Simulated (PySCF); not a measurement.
# C4H9N3Si (SMILES CCn1nncc1[SiH3]): what the fields show

The calculation's input:

```
{"job": {"kind": "uv", "xc": "CAM-B3LYP", "basis": "def2-SVPD", "nstates": 8, "ntriplets": 3}, "charge": 0, "multiplicity": 1}
C      2.030590    -0.599302     0.363737
C      1.257389    -0.116162    -0.859546
N      0.188400     0.767239    -0.488165
N      0.331989     2.079228    -0.602596
N     -0.732145     2.652994    -0.177074
C     -1.596327     1.712419     0.227528
C     -1.026071     0.461954     0.038406
Si    -1.706290    -1.241653     0.387252
H      1.378195    -1.157492     1.031097
H      2.847123    -1.244507     0.051671
H      2.441062     0.250575     0.904025
H      0.844437    -0.966176    -1.409380
H      1.916917     0.455151    -1.517152
H     -2.559717     1.961887     0.621816
H     -1.132668    -1.741181     1.640843
H     -3.157324    -1.126252     0.490734
H     -1.332558    -2.136693    -0.713106
```

Command:

```sh
OMP_NUM_THREADS=1 python probes_run.py task.json out
```

Geometry: GFN2-xTB.

Level of theory: CAM-B3LYP/def2-SVPD, SCF density, gas phase (PySCF 2.14.0).

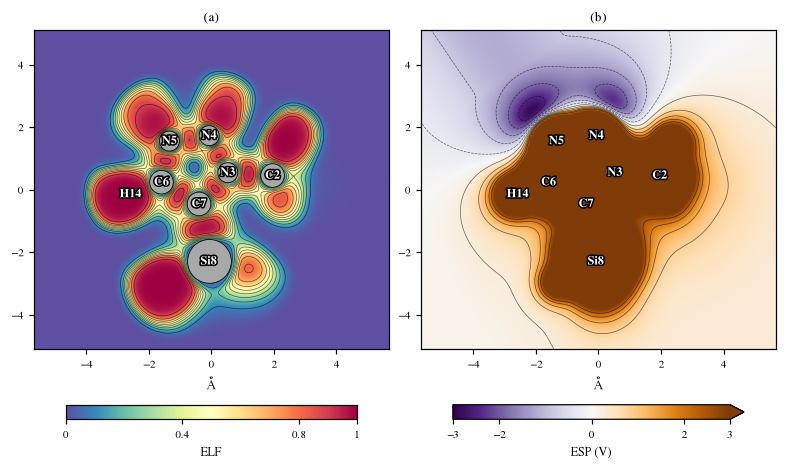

Figure 1. (a) ELF; (b) molecular electrostatic potential on the plane of atoms N5, C6 and H14. Grey discs cover the atomic cores in the ELF map.

### Interpret the plot.

- The section cuts through C, N, Si and H sites.
- N–N (1.28 Å): the ELF peaks at about 0.90 between the atoms, as expected for localised, covalent bonding.
- C–N (1.34 Å): the ELF peaks at about 0.90 between the atoms (a covalent bond).
- C–C (1.39 Å): the ELF peaks at about 0.95 between the atoms; a covalent bond.
- C–Si (1.87 Å): the ELF peaks at about 1 between the atoms, as expected for localised, covalent bonding.
- C–H (1.07 Å): the ELF climbs to about 1 towards the hydrogen, as it does in any bond to H (an ordinary covalent bond to hydrogen).
- The ELF also peaks beside N5 and N4, away from the bonds: lone-pair regions.
- Outside the dense part of the molecule the potential is most negative (−2.8 V) near N5.

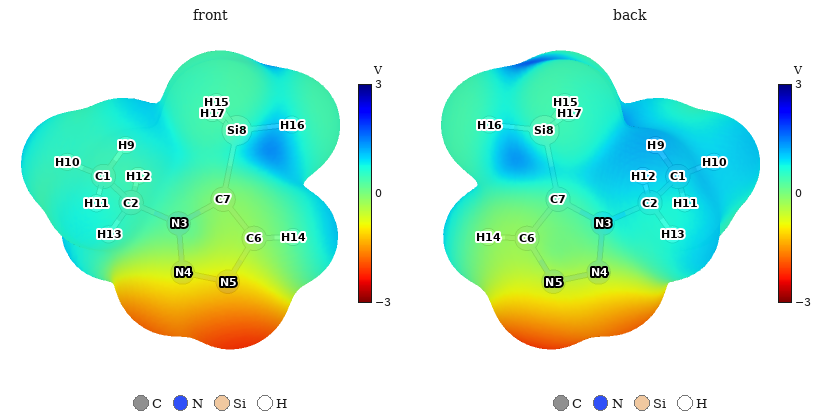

Figure 2. The electrostatic potential painted on the density surface at 0.002 e/bohr³, seen from the front and from behind; the colour scale runs from red (negative) to blue (positive).

### Which sites attract a positive test charge, and which a negative one?

A positive charge is drawn to the negative regions and a negative charge to the positive ones. The most negative region (about −2.1 V) lies over N5, the most positive (about +1.6 V) over Si8. N5 is the likeliest acceptor of a hydrogen bond.

### How polar is the molecule by this calculation?

Its dipole moment is 4.49 D.
